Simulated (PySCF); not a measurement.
**C$_{4}$H$_{11}$OPS: density, localisation and related maps**

```yaml
atoms:
  - { symbol: C, position_ang: [-2.7516, -0.1688, -0.7762] }
  - { symbol: C, position_ang: [-1.4264, -0.7594, -0.3164] }
  - { symbol: P, position_ang: [-0.3753, 0.6017, 0.2998] }
  - { symbol: O, position_ang: [-0.1408, 1.6807, -0.6624] }
  - { symbol: C, position_ang: [1.1550, -0.1795, 0.9562] }
  - { symbol: S, position_ang: [1.9700, -1.0786, -0.4023] }
  - { symbol: C, position_ang: [2.7619, 0.3083, -1.2595] }
  - { symbol: H, position_ang: [-3.3836, -0.9317, -1.2262] }
  - { symbol: H, position_ang: [-3.2832, 0.2730, 0.0662] }
  - { symbol: H, position_ang: [-2.5696, 0.6145, -1.5103] }
  - { symbol: H, position_ang: [-0.8934, -1.2193, -1.1544] }
  - { symbol: H, position_ang: [-1.5673, -1.5106, 0.4613] }
  - { symbol: H, position_ang: [-1.0218, 1.0311, 1.4651] }
  - { symbol: H, position_ang: [0.9250, -0.9099, 1.7292] }
  - { symbol: H, position_ang: [1.8406, 0.5746, 1.3454] }
  - { symbol: H, position_ang: [3.2030, -0.1000, -2.1628] }
  - { symbol: H, position_ang: [3.5361, 0.7280, -0.6223] }
  - { symbol: H, position_ang: [2.0126, 1.0523, -1.5067] }
```

Geometry: GFN2-xTB.

Computed with PBE0/pcSseg-1, SCF density, gas phase, non-relativistic in PySCF.

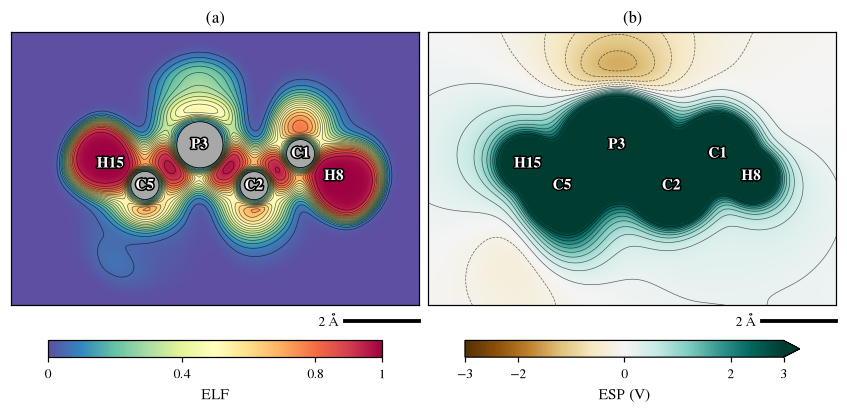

Figure 1. (a) ELF; (b) molecular electrostatic potential on the plane of atoms P3, C5 and H15. Grey discs cover the atomic cores in the ELF map.

### Interpret the plot.

The section cuts through C, P and H sites. C–C (1.52 Å): the ELF peaks at about 0.95 between the atoms; a covalent bond. C–P (1.83 Å): the ELF peaks at about 0.95 between the atoms, as expected for a shared electron pair. C–H (1.09 Å): the ELF climbs to about 1 towards the hydrogen, as it does in any bond to H: an ordinary covalent bond to hydrogen. Outside the dense part of the molecule the potential is most negative (−1.4 V) near O4, which lies off the plane.

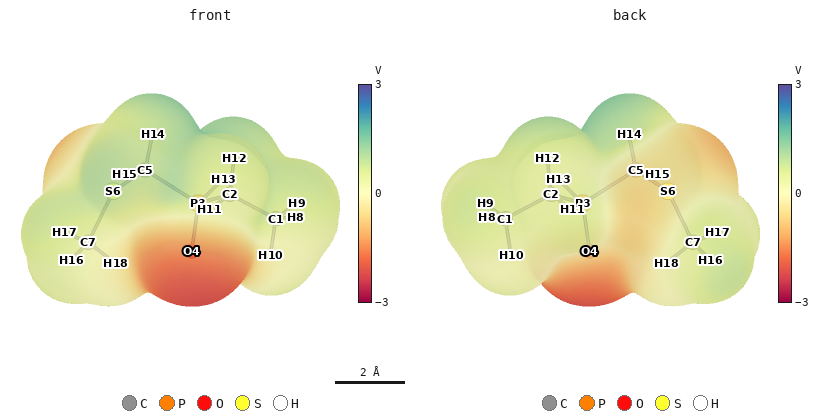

Figure 2. The electrostatic potential painted on the density surface at 0.002 e/bohr³, seen from the front and from behind; red is negative and blue positive.

### Where is the surface potential most negative and most positive?

The most negative region (about −2.2 V) lies over O4, the most positive (about +1.4 V) over P3, C5, H12 and H14. O4 is the likeliest acceptor of a hydrogen bond.

### How polar is the molecule by this calculation?

Its dipole moment is 2.56 D.
